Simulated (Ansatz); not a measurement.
# C2H3ClF2 (1-chloro-1,1-difluoroethane): PBE0/cc-pVDZ

Aim: the electronic atomisation energy of C2H3ClF2 (1-chloro-1,1-difluoroethane) at PBE0/cc-pVDZ, from 5 runs. 

The results are computed with Ansatz 0.2.0.

55 further runs of the same task are left out: 1 that didn't finish, 54 set aside as unsound or not needed. Runs told in other sessions of the task aren't counted.

## (1) The system as given

C2H3ClF2: 8 atoms, total charge 0, spin state singlet. SMILES: `CC(F)(F)Cl`. Geometry: relaxed at PBE0-D4/def2-TZVP.

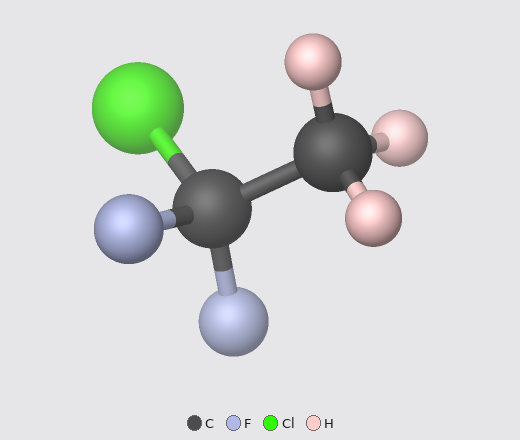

Viewed from a chosen angle; carbon dark grey, fluorine light blue, chlorine green, hydrogen pink.

## (2) A single-point energy at PBE0/cc-pVDZ

in.yaml reads:

```yaml
crystal:
  periodic: [false, false, false]
  atoms:
    - {symbol: C, position_ang: [-0.591960, -0.305640, 0.477310]}
    - {symbol: C, position_ang: [0.524930, 0.179790, -0.395910]}
    - {symbol: F, position_ang: [1.713900, 0.014330, 0.206290]}
    - {symbol: F, position_ang: [0.571970, -0.511300, -1.546500]}
    - {symbol: Cl, position_ang: [0.352900, 1.905700, -0.801400]}
    - {symbol: H, position_ang: [-0.600880, 0.257090, 1.409000]}
    - {symbol: H, position_ang: [-0.428120, -1.363800, 0.687730]}
    - {symbol: H, position_ang: [-1.542750, -0.176190, -0.036530]}
basis:
  gaussian:
    orbitals: cc-pVDZ
hamiltonian:
  xc: pbe0
accuracy: high
output:
  orbitals: {seedname: orbitals}
```

The run is started by

```sh
$ ansatz run in.yaml --threads 1 --pin off --max-ram 3480MiB --events-out events.jsonl --progress --plain --runs-dir runs
```

Standard output:

```text
Warning: RAYON_NUM_THREADS=1 ignored (pool sized by the plan → 1); use --threads N
Functional definition: PBE0
  name "PBE0"
  parameter a = 0.25
  parameter kappa = 0.804
  parameter beta = 0.06672455060314922
  exchange = (1 - a)*pbe_x(kappa = kappa, mu = beta*pi^2/3) + a*exact_x
  correlation = pbe_c(beta = beta)
2086 factors; integrals over basis functions are off by at most 3.6e-9 eV
mean field evaluation 1: about -20064.6469 eV, gradient 4.2e1 eV
mean field evaluation 2: about -20064.1259 eV, gradient 4.5e1 eV
mean field evaluation 4: about -20068.0603 eV, gradient 1.4e0 eV
mean field evaluation 8: about -20068.3107 eV, gradient 1.1e-1 eV
mean field evaluation 16: about -20068.3107 eV, gradient 1.4e-5 eV
mean field -20068.31072750 eV, -737.4968164459 hartree, gradient 5.5e-8 eV, S^2 0.000000; 0 other end points of the search recorded, 0 dependent functions left out
reference -20068.31072929 eV, -737.4968165120 hartree; 25, 25 occupied and 64, 64 virtual orbitals, 2086 factors
Total energy: -20068.31072929 eV, -737.4968165120 hartree
```

It took 11 s on 1 thread of Arm Neoverse V1, shared host; peak memory 0.32 GiB.

## (3) The C atom, same level

run.yaml reads:

```yaml
crystal:
  periodic: [false, false, false]
  atoms:
    - symbol: C
      position_ang: [0.000000, 0.000000, 0.000000]
basis:
  gaussian:
    orbitals: cc-pVDZ
magnetization:
  spin_polarized: true
  initial_magnetization: 2
hamiltonian:
  xc: {name: PBE0}
accuracy: high
```

The run is started by

```sh
$ ansatz run run.yaml --threads 1 --pin off --max-ram 3480MiB --events-out events.jsonl --progress --plain --runs-dir runs
```

Standard output, shortened:

```text
Warning: RAYON_NUM_THREADS=1 ignored (pool sized by the plan → 1); use --threads N
[... 7 set-up lines as earlier in the session ...]
96 factors; integrals over basis functions are off by at most 1.3e-9 eV
mean field evaluation 1: about -1028.4861 eV, gradient 3.4e0 eV
mean field evaluation 2: about -1028.5584 eV, gradient 8.1e-1 eV
mean field evaluation 4: about -1028.5632 eV, gradient 2.3e-1 eV
mean field evaluation 8: about -1028.5635 eV, gradient 4.2e-5 eV
mean field -1028.56354602 eV, -37.7990131308 hartree, gradient 4.9e-8 eV, S^2 2.002560; 0 other end points of the search recorded, 0 dependent functions left out
reference -1028.56354732 eV, -37.7990131785 hartree; 4, 2 occupied and 10, 12 virtual orbitals, 96 factors
Total energy: -1028.56354732 eV, -37.7990131785 hartree
```

Run time: 0.3 s. Hardware: 1 thread of Arm Neoverse V1, shared host.

## (4) The Cl atom at the same level

job.yaml reads:

```yaml
crystal:
  periodic: [false, false, false]
  atoms:
    - {symbol: Cl, position_ang: [0.000000, 0.000000, 0.000000]}
basis:
  gaussian:
    orbitals: cc-pVDZ
magnetization:
  spin_polarized: true
  initial_magnetization: 1
hamiltonian:
  xc: {name: PBE0}
accuracy: high
```

The run is started by

```sh
$ ansatz run job.yaml --threads 1 --pin off --max-ram 3480MiB --events-out events.jsonl --progress --plain --runs-dir runs
```

Standard output, shortened:

```text
Warning: RAYON_NUM_THREADS=1 ignored (pool sized by the plan → 1); use --threads N
[... 7 set-up lines as earlier in the session ...]
141 factors; integrals over basis functions are off by at most 3.0e-9 eV
mean field evaluation 1: about -12516.9115 eV, gradient 3.0e0 eV
mean field evaluation 2: about -12516.9689 eV, gradient 8.0e-1 eV
mean field evaluation 4: about -12516.9705 eV, gradient 8.3e-1 eV
mean field evaluation 8: about -12516.9745 eV, gradient 1.9e-3 eV
mean field evaluation 16: about -12516.9745 eV, gradient 8.3e-9 eV
mean field -12516.97454028 eV, -459.9903300454 hartree, gradient 8.3e-9 eV, S^2 0.752332; 0 other end points of the search recorded, 0 dependent functions left out
reference -12516.97454145 eV, -459.9903300883 hartree; 9, 8 occupied and 9, 10 virtual orbitals, 141 factors
Total energy: -12516.97454145 eV, -459.9903300883 hartree
```

Run time: 0.81 s. Hardware: 1 thread of Arm Neoverse V1, shared host.

## (5) The F atom at the same level

molecule.yaml reads:

```yaml
crystal:
  periodic: [false, false, false]
  atoms:
    - {symbol: F, position_ang: [0.000000, 0.000000, 0.000000]}
basis:
  gaussian: {orbitals: cc-pVDZ}
magnetization: {spin_polarized: true, initial_magnetization: 1}
hamiltonian: {xc: {name: PBE0}}
accuracy: high
```

Run the same way, it converges to -99.63567 Eh (log not shown).

## (6) The H atom at the same level

in.yaml reads:

```yaml
crystal:
  periodic: [false, false, false]
  atoms:
    - {symbol: H, position_ang: [0.000000, 0.000000, 0.000000]}
basis:
  gaussian:
    orbitals: cc-pVDZ
magnetization:
  spin_polarized: true
  initial_magnetization: 1
hamiltonian:
  xc: pbe0
accuracy: high
```

Run the same way, it converges to -0.50029 Eh (log not shown).

## (7) What came out

At PBE0/cc-pVDZ:

| quantity | value |
| --- | --- |
| molecule: total energy | -737.49682 Eh |
| molecule: HOMO energy | -9.16 eV |
| molecule: LUMO energy | 0.91 eV |
| molecule: HOMO–LUMO gap | 10.06 eV |
| C atom: total energy | -37.79901 Eh |
| C atom: ⟨S²⟩ | 2.003 |
| Cl atom: total energy | -459.99033 Eh |
| Cl atom: ⟨S²⟩ | 0.752 |
| F atom: total energy | -99.63567 Eh |
| F atom: ⟨S²⟩ | 0.751 |
| H atom: total energy | -0.50029 Eh |
| H atom: ⟨S²⟩ | 0.750 |
| electronic atomisation energy | 30.919 eV |

In words: Taking the molecule apart into free atoms costs 30.92 eV (713 kcal/mol), before zero-point energy and without spin-orbit coupling.
